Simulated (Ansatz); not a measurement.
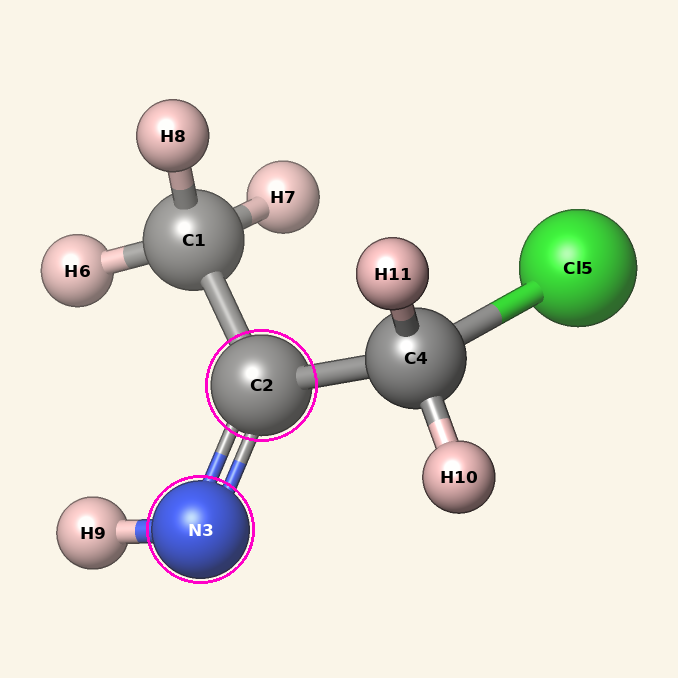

Atoms fade into the background with distance from the viewer. Circles mark the stereogenic atoms. Computed geometry: PBE-D4/def2-SVP optimisation. No frequency run is at hand to confirm it as a minimum.

What are the Cahn–Ingold–Prelog descriptors?

Answer. C2=N3: E.

Write the isomeric SMILES.

Answer. [H]/N=C(\C)CCl
